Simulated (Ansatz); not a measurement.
# Ca3SiS in Imma, a phase reached by a soft mode: a soft mode frozen in, part 2 of 3

Aim: this structure of Ca3SiS in Imma, a phase reached by a soft mode is to be tested for unstable modes, and one is followed downhill.

Ansatz 0.2.0; DFT PBEsol, scalar-relativistic, plane waves, PAW; PAW set soft_1.

So far. Step 4 (The mode frozen in, largest atomic shift 0.32 Å): The run ends at a pressure of 0.07 GPa, with forces up to 0.11 eV/Å.

The structure was built from a prototype and need not be the compound's stable phase.

### Step 5. Energy along the mode, all amplitudes (two of the runs are shown above)

An imaginary frequency means negative curvature, so the energy should fall and then rise again as anharmonic terms take over.

Numbers from this step:

```
depth at the lowest point sampled  : 2.561 meV/atom
largest atomic shift at that point : 0.32 Å
```

The energy from the parent by largest atomic shift:

| largest atomic shift (Å) | energy from the parent (meV/atom) |
| --- | --- |
| 0.000 | 0 |
| 0.040 | -0.091 |
| 0.080 | -0.356 |
| 0.140 | -1.01 |
| 0.220 | -2.06 |
| 0.320 | -2.56 |
| 0.450 | 1.93 |
| 0.600 | 25.1 |

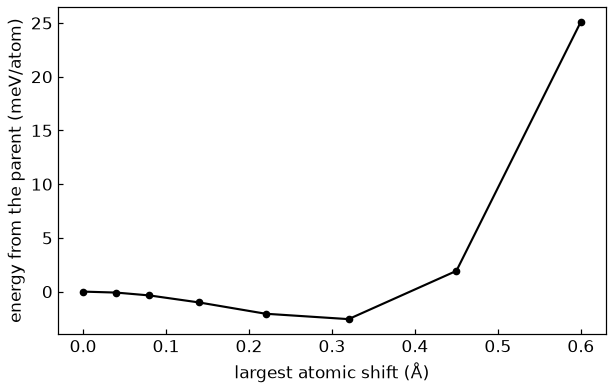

Energy from the parent, plotted against largest atomic shift.

Displacement at unit largest shift by atom:

```csv
atom,x (Å),y (Å),z (Å),size
Si1,-0.66,0.00,0.00,0.66
Si2,-0.66,0.00,0.00,0.66
S3,-0.02,0.00,0.00,0.02
S4,-0.02,0.00,0.00,0.02
Ca5,1.00,0.00,0.00,1.00
Ca6,1.00,0.00,0.00,1.00
Ca7,-0.26,0.00,0.27,0.37
Ca8,-0.26,0.00,0.27,0.37
Ca9,-0.26,0.00,-0.27,0.37
Ca10,-0.26,0.00,-0.27,0.37
```

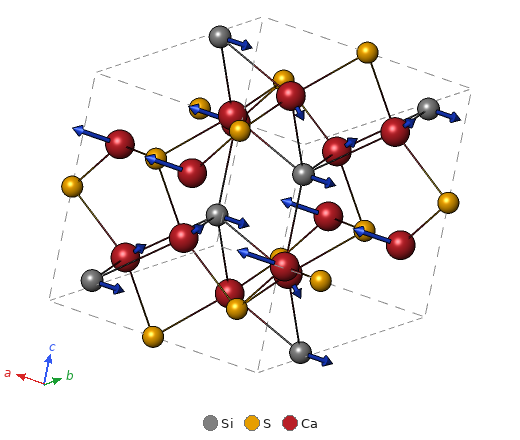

Displacement at unit largest shift as arrows, the longest 1 Å. Some periodic images of atoms are drawn too.

The lowest of the steps tried is at 0.32 Å, 2.56 meV/atom below the parent; the bottom of the well need not coincide with a step.

### Step 6. Relaxing from the distorted cell

Starting from the lowest point found, all atoms and the cell are let go, so that strain and other modes of the same symmetry can join in.

input.yaml reads:

```yaml
crystal:
  lattice:
    - [-3.6010874236, 5.2816622177, 3.6021629957]
    - [3.6010874236, -5.2816622177, 3.6021629957]
    - [3.6010874236, 5.2816622177, -3.6021629957]
  atoms:
    - { symbol: Si, position: [0.7224785044, 0.9432142652, 0.7207357608] }
    - { symbol: Si, position: [0.2775214956, -0.0017427437, 0.2207357608] }
    - { symbol: S, position: [0.5, 0.4989479273, -0.0010520727] }
    - { symbol: S, position: [0.0, 0.4989479273, 0.4989479273] }
    - { symbol: Ca, position: [0.1257410384, 0.420172062, 0.7944310235] }
    - { symbol: Ca, position: [0.8742589616, 0.6686899851, 0.2944310235] }
    - { symbol: Ca, position: [0.3380580755, 0.000307224, 0.8146685882] }
    - { symbol: Ca, position: [0.6856386359, 0.000307224, 0.1622491485] }
    - { symbol: Ca, position: [0.3143613641, 0.4766105127, 0.3146685882] }
    - { symbol: Ca, position: [0.6619419245, 0.4766105127, 0.6622491485] }
kpoints:
  mp_grid: { grid: [6, 6, 6] }
hamiltonian:
  xc: pbesol
  pseudopotentials: { kind: paw, azcp: { folder: soft_1 }, xc_functional: pbe }
scf:
  occupations: { method: fixed }
output:
  forces: true
  stress: true
  eigenvalues: true
relax:
  adjacent_minimum: "off"
  f_tol: 0.002
  max_steps: 120
  cell: { stress_tol: 0.03 }
```

Run with:

```bash
$ ansatz run input.yaml --threads 8 --pin off --max-ram 16384MiB --backend cpu --events-out ev --progress --plain --runs-dir out
```

Numbers of over 12 decimals in the logs are rounded to 6 here.

What it wrote:

```text
[...]
Crystal: 10 atoms, lattice volume = 274.049 Å³
Basis set: ecut = 420 eV, 5297 PW (Γ), exchange–correlation on 100×100×100 points (8 copies of the dense FFT grid, shifted against one another)
Bands: 50, of which v1, the nominal top of the filled ones, is band 40 counted from 1 (39 counted from 0)
Symmetry: 4 space group operations
[...]
k-points: 46 of 216 (time reversal used)
[...]
SCF iter   1: F=—  HF=-13787.675931 eV  |F-HF|=—  |Δ(HF+E_count)|=         —  Δρ=3.29e-2  dr2=8.08e0  ethr=3.10e-3  ⟨swp⟩=6.7  Hψ=8780  notcnv=0  defer=274
[...]
SCF iter   8: F=-13785.443721 eV  HF=-13785.443721 eV  |F-HF|=3.19e-9  |Δ(HF+E_count)|=   2.40e-7  Δρ=3.85e-6  dr2=5.85e-8  ethr=1.25e-10  ⟨swp⟩=19.0  Hψ=17133  notcnv=0
SCF 1 converged in 8 iterations: F = -13785.443721 eV  dr2 = 5.85e-8
[...]
relax step   1: F+E_penalty+E_count = -13785.44372112 eV  Δ(F+E_penalty+E_count) = +0.000e0 eV  max|allowed force component| = 8.658e-2 eV/Å  Δτ_max = 0.0000 Å  P = +0.069 GPa  Ω = 274.049 Å³  (8 SCF iters, dr2 threshold 1.00e-7 eV, accepted)
Crystal: 10 atoms, lattice volume = 274.180 Å³
Basis set: ecut = 420 eV, 5337 PW (Γ), exchange–correlation on 100×100×100 points (8 copies of the dense FFT grid, shifted against one another)
[...]
iter 1 solved again at ethr=1.74e-5 eV; its pass at ethr=3.10e-3 eV (dr2=1.39e-2 eV) is discarded
[...]
SCF iter   6: F=-13785.448448 eV  HF=-13785.448448 eV  |F-HF|=1.21e-8  |Δ(HF+E_count)|=   1.16e-7  Δρ=3.00e-6  dr2=5.12e-8  ethr=5.86e-10  ⟨swp⟩=15.6  Hψ=12992  notcnv=0
SCF 2 converged in 6 iterations: F = -13785.448448 eV  dr2 = 5.12e-8
[...]
relax step   2: F+E_penalty+E_count = -13785.44844837 eV  Δ(F+E_penalty+E_count) = -4.727e-3 eV  max|allowed force component| = 5.653e-2 eV/Å  Δτ_max = 0.0260 Å  P = +0.024 GPa  Ω = 274.180 Å³  energy of the carried Pulay correction = -2.276e-6 eV  (6 SCF iters, dr2 threshold 4.69e-7 eV, accepted)
Crystal: 10 atoms, lattice volume = 274.339 Å³
Basis set: ecut = 420 eV, 5329 PW (Γ), exchange–correlation on 100×100×100 points (8 copies of the dense FFT grid, shifted against one another)
[...]
SCF iter   1: F=—  HF=-13785.451979 eV  |F-HF|=—  |Δ(HF+E_count)|=         —  Δρ=8.08e-4  dr2=4.06e-3  ethr=2.89e-6  ⟨swp⟩=3.0  Hψ=8814  notcnv=0  defer=368
eigensolver tolerance schedule calibrated: the retry pair's looser diagonalisation under-reported the residual by θ = 0.43 (0.14/decade); ethr = c·dr2/N_el runs at the constant in force after the calibration composes with the one it found (an armed cap, an earlier calibration), c = 5.0e-2
[...]
SCF iter   2: F=—  HF=-13785.451139 eV  |F-HF|=—  |Δ(HF+E_count)|=   8.40e-4  Δρ=3.99e-4  dr2=7.89e-4  ethr=2.52e-6  ⟨swp⟩=2.0  Hψ=3484  notcnv=0  defer=356
[...]
SCF iter   5: F=-13785.450748 eV  HF=-13785.450748 eV  |F-HF|=1.51e-8  |Δ(HF+E_count)|=   1.04e-7  Δρ=3.99e-6  dr2=5.10e-8  ethr=1.24e-10  ⟨swp⟩=15.8  Hψ=13997  notcnv=0
SCF 3 converged in 5 iterations: F = -13785.450748 eV  dr2 = 5.10e-8
relax step   3: F+E_penalty+E_count = -13785.45074772 eV  Δ(F+E_penalty+E_count) = -2.299e-3 eV  max|allowed force component| = 2.834e-2 eV/Å  Δτ_max = 0.0157 Å  P = -0.017 GPa  Ω = 274.339 Å³  energy of the carried Pulay correction = -5.030e-6 eV  (5 SCF iters, dr2 threshold 2.00e-7 eV, accepted)
[...]
relax step   4: F+E_penalty+E_count = -13785.45113746 eV  Δ(F+E_penalty+E_count) = -3.897e-4 eV  max|allowed force component| = 6.007e-3 eV/Å  Δτ_max = 0.0129 Å  P = -0.009 GPa  Ω = 274.348 Å³  energy of the carried Pulay correction = -5.177e-6 eV  (5 SCF iters, dr2 threshold 5.02e-8 eV, accepted)
[...]
relax step   5: F+E_penalty+E_count = -13785.45117673 eV  Δ(F+E_penalty+E_count) = -3.928e-5 eV  max|allowed force component| = 1.880e-3 eV/Å  Δτ_max = 0.0030 Å  P = +0.002 GPa  Ω = 274.290 Å³  energy of the carried Pulay correction = -4.184e-6 eV  (5 SCF iters, dr2 threshold 2.26e-9 eV, accepted)
[...]
SCF iter   1: F=—  HF=-13785.451385 eV  |F-HF|=—  |Δ(HF+E_count)|=         —  Δρ=5.62e-6  dr2=1.52e-8  ethr=3.77e-7  ⟨swp⟩=4.6  Hψ=14756  notcnv=0  defer=362
eigensolver tolerance schedule: the retry pair's looser diagonalisation over-reported the residual by 19769.64 of it (diagonalisation noise at an unbounded share of the residual, at the tolerance the schedule requests for it); recorded, not acted on — ethr = c·dr2/N_el stays at c = 1.0e-1
[...]
SCF iter   2: F=—  HF=-13785.451181 eV  |F-HF|=—  |Δ(HF+E_count)|=   2.04e-4  Δρ=2.91e-6  dr2=5.81e-9  ethr=1.91e-11  ⟨swp⟩=4.5  Hψ=6415  notcnv=0  defer=355
[...]
SCF iter   5: F=-13785.451181 eV  HF=-13785.451181 eV  |F-HF|=3.64e-12  |Δ(HF+E_count)|=  3.64e-12  Δρ=4.74e-8  dr2=8.83e-12  ethr=1.00e-12  ⟨swp⟩=19.7  Hψ=14531  notcnv=0
SCF 6 converged in 5 iterations: F = -13785.451181 eV  dr2 = 8.83e-12
[...]
relax step   6: F+E_penalty+E_count = -13785.45118091 eV  Δ(F+E_penalty+E_count) = -4.180e-6 eV  max|allowed force component| = 1.879e-3 eV/Å  Δτ_max = 0.0000 Å  P = +0.002 GPa  Ω = 274.290 Å³  stress off target by 2.18e-3 GPa  SCF on the basis re-selected at this cell (its energy is not comparable with the rows above)  (5 SCF iters)
basis re-selected at this cell: Δ(F+E_penalty+E_count) = -4.180e-6 eV, ΔP = +0.000 GPa vs the last step (what re-selecting the basis moved, of the pressure what is left beyond the Pulay correction that the steps carried, after the strain that the cell walked since its last selection, with what the two solves' SCF thresholds leave and, on support functions, any second-order correction that the steps lacked; it is no m [...]
SCF converged after 5 iterations
Free energy (F): -13785.451181 eV
[...]
Internal energy: -13785.451181 eV  (E = F + TS)
E sigma→0 (E₀):  -13785.451181 eV
Fermi energy:    6.332804 eV
[...]
--- Forces (eV/Å), atoms counted from 1 ---
  atom   1  Si    -0.00006098     0.00000000     0.00000561
  atom   2  Si    -0.00006098     0.00000000    -0.00000561
  atom   3  S      0.00187889     0.00000000    -0.00000000
  atom   4  S      0.00187889     0.00000000    -0.00000000
  atom   5  Ca    -0.00064644     0.00000000     0.00029846
  atom   6  Ca    -0.00064644     0.00000000    -0.00029846
  atom   7  Ca    -0.00058589     0.00002860    -0.00090871
  atom   8  Ca    -0.00058589    -0.00002860    -0.00090871
  atom   9  Ca    -0.00058589     0.00002860     0.00090871
  atom  10  Ca    -0.00058589    -0.00002860     0.00090871
  max |Σ_I F_I| component: 6.20e-7 eV/Å
--- Stress (GPa, compression-positive) ---
        0.001329       0.000000       0.000000
        0.000000       0.002184       0.000000
        0.000000       0.000000       0.001785
  P = ⅓ Tr σ = 0.0018 GPa (0.018 kbar)
--- Band table (eV; the first three rows and the last of 46) ---
  k-point 0: bands = [... 36 lower, 5.4617, 5.9665, 6.0760, 6.1106, 7.0632, 7.1431, 7.4880, 8.0330, ... 6 higher]
  k-point 1: bands = [... 36 lower, 5.4687, 5.6508, 5.9382, 5.9547, 7.2505, 7.3466, 7.7035, 7.8639, ... 6 higher]
  k-point 2: bands = [... 36 lower, 5.3350, 5.4603, 5.7025, 5.7274, 7.4135, 7.6996, 7.8533, 7.8579, ... 6 higher]
  k-point 45: bands = [... 36 lower, 5.2480, 5.5554, 5.6621, 6.3328, 6.9474, 7.5072, 7.6490, 7.8568, ... 6 higher]
--- Relaxed structure (5 steps of the walk, 5 accepted, 1 SCFs on fresh bases) ---
  F+E_penalty+E_count = -13785.45118091 eV   max|allowed force component| = 1.879e-3 eV/Å   (the final SCF, on the basis selected at the relaxed cell)
  cell:  # Å, volume = 274.2902 Å³
    - [-3.620036, 5.261636, 3.600117]
    - [3.620036, -5.261636, 3.600117]
    - [3.620036, 5.261636, -3.600117]
  atoms:
    - { symbol: Si, position: [0.724235, 0.945348, 0.721113] }
    - { symbol: Si, position: [0.275765, -0.00312215, 0.221113] }
    - { symbol: S, position: [0.5, 0.498676, -0.00132443] }
    - { symbol: S, position: [0, 0.498676, 0.498676] }
    - { symbol: Ca, position: [0.122252, 0.419769, 0.797517] }
    - { symbol: Ca, position: [0.877748, 0.675265, 0.297517] }
    - { symbol: Ca, position: [0.340405, 7.724971979874984e-5, 0.814055] }
    - { symbol: Ca, position: [0.686022, 7.72497197987776e-5, 0.159672] }
    - { symbol: Ca, position: [0.313978, 0.473650, 0.314055] }
    - { symbol: Ca, position: [0.659595, 0.473650, 0.659672] }
```

Wall time 37 s (8 threads of Arm Neoverse V2, shared host); peak memory 1.1 GiB; 4.9 min of CPU time.

Step by step:

```
step  energy less that of the first step (eV)  largest force component (eV/Å)  pressure (GPa)  volume (Å³)
   1                                   0.0000                          0.0866            0.07       274.05
   2                                  -0.0047                          0.0565            0.02       274.18
   3                                  -0.0070                          0.0283           -0.02       274.34
   4                                  -0.0074                          0.0060           -0.01       274.35
   5                                  -0.0075                          0.0019            0.00       274.29
  6*                                  -0.0075                          0.0019            0.00       274.29
```

Relaxation steps marked * repeat the geometry before them on a plane-wave basis chosen anew for their cell, so energy and pressure can jump there.

Forces are held to the 4 operations that the run works with; a distortion that breaks them can't arise in this run.

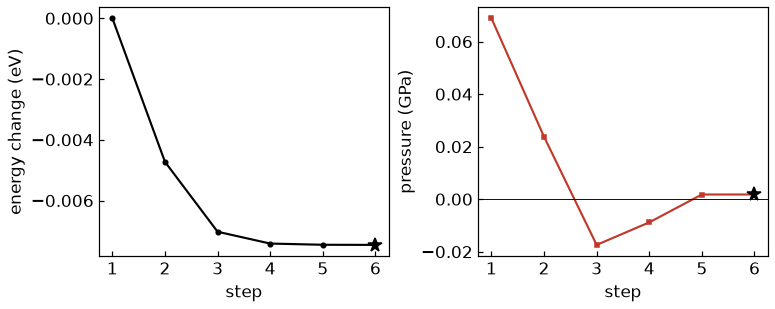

Energy and pressure along the relaxation. Stars mark steps on a basis chosen anew.

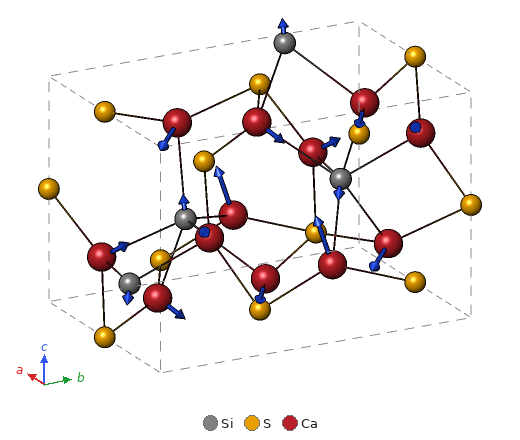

Displacements in the relaxation, exaggerated, measured against the changing cell; the longest in the cell stands for 0.03 Å. Some periodic images of atoms are drawn too.

| conventional cell, symmetrised | before | after | change |
| --- | --- | --- | --- |
| a (Å) | 10.563 | 10.523 | -0.4 % |
| b (Å) | 7.204 | 7.200 | -0.1 % |
| c (Å) | 7.202 | 7.240 | +0.5 % |
| volume (Å³/atom) | 27.40 | 27.43 | +0.1 % |

The atoms that moved most (Å, as changes of fractional coordinates times the final cell):

| atom | dx | dy | dz | length |
| --- | --- | --- | --- | --- |
| Ca6 | 0.022 | 0.000 | 0.025 | 0.034 |
| Ca5 | 0.022 | 0.000 | -0.025 | 0.034 |
| Ca9 | -0.012 | 0.010 | -0.010 | 0.018 |
| Ca10 | -0.012 | -0.010 | -0.010 | 0.018 |
| Ca8 | -0.012 | -0.010 | 0.010 | 0.018 |
| Ca7 | -0.012 | 0.010 | 0.010 | 0.018 |
| Si1 | 0.003 | 0.000 | 0.013 | 0.013 |
| Si2 | 0.003 | 0.000 | -0.013 | 0.013 |

Numbers from this step:

```
pressure          : 0.001766 GPa
gap on the k-mesh : 0.6146 eV
volume per atom   : 27.43 Å³
```

The distorted start has space group Ima2; the relaxation ends in Ima2.

### Step 7. The new phase in its own primitive cell

The relaxed structure is symmetrised, reduced to its primitive cell and relaxed tightly, as its phonons need.

input.yaml reads:

```yaml
crystal:
  lattice:
    - [-5.261636444, 3.6001167288, 3.6200364203]
    - [5.261636444, -3.6001167288, 3.6200364203]
    - [5.261636444, 3.6001167288, -3.6200364203]
  atoms:
    - { symbol: Si, position: [0.0031221493, 0.2788869704, 0.2242351789] }
    - { symbol: Si, position: [0.0546517915, 0.7788869704, 0.7757648211] }
    - { symbol: S, position: [0.5013244295, 0.0013244295, 0.5] }
    - { symbol: S, position: [0.5013244295, 0.5013244295, 0.0] }
    - { symbol: Ca, position: [0.3247354436, 0.2024831193, 0.6222523243] }
    - { symbol: Ca, position: [0.580230795, 0.7024831193, 0.3777476757] }
    - { symbol: Ca, position: [0.5263502823, 0.1859448736, 0.1860221233] }
    - { symbol: Ca, position: [0.5263502823, 0.8403281589, 0.8404054087] }
    - { symbol: Ca, position: [0.9999227503, 0.6859448736, 0.1595945913] }
    - { symbol: Ca, position: [0.9999227503, 0.3403281589, 0.8139778767] }
kpoints:
  mp_grid: { grid: [6, 6, 6] }
hamiltonian:
  xc: pbesol
  pseudopotentials: { kind: paw, azcp: { folder: soft_1 }, xc_functional: pbe }
scf:
  occupations: { method: fixed }
output:
  forces: true
  stress: true
  eigenvalues: true
relax:
  adjacent_minimum: "off"
  f_tol: 0.001
  max_steps: 60
  cell: { stress_tol: 0.01 }
```

What it wrote:

```text
[...]
Crystal: 10 atoms, lattice volume = 274.290 Å³
Basis set: ecut = 420 eV, 5321 PW (Γ), exchange–correlation on 100×100×100 points (8 copies of the dense FFT grid, shifted against one another)
Bands: 50, of which v1, the nominal top of the filled ones, is band 40 counted from 1 (39 counted from 0)
Symmetry: 4 space group operations
[...]
- { symbol: S, position: [0.501292, 0.0012924, 0.500000] }
    - { symbol: S, position: [0.501292, 0.501292, 0] }
    - { symbol: Ca, position: [0.324833, 0.202545, 0.622288] }
    - { symbol: Ca, position: [0.580257, 0.702545, 0.377712] }
    - { symbol: Ca, position: [0.526317, 0.185923, 0.185993] }
    - { symbol: Ca, position: [0.526317, 0.840324, 0.840395] }
    - { symbol: Ca, position: [0.999930, 0.685923, 0.159605] }
    - { symbol: Ca, position: [0.999930, 0.340324, 0.814007] }
[key lines of the parts left out:]
SCF converged after 9 iterations
Free energy (F): -13785.451182 eV
Fermi energy:    6.332454 eV
P = ⅓ Tr σ = -0.0006 GPa (-0.006 kbar)
```

It took 22 s on 8 threads; peak memory 1.1 GiB; 2.8 min of CPU time.

Little changed from the start: no atom moved by 0.005 Å and no cell edge by 0.1 %.

This step gave:

* pressure: -6.11e-4 GPa
* gap on the k-mesh: 0.6142 eV
* direct gap on mesh: 0.6142 eV

The largest force component left is 0.49 meV/Å and the pressure is -0.001 GPa, within the tolerances set. The cell now holds 27.43 Å³/atom.

(Continued in part 3 of 3.)

[Logs are printed without paths, hosts, clocks, repeated set-up lines and the standing remarks that a program may print on its own settings, such as how far it seeks lower states.]

[Hosts, paths, dates, database ids (printed as entryN), source tags and the programs' standing remarks are cut or masked in the printed files.]
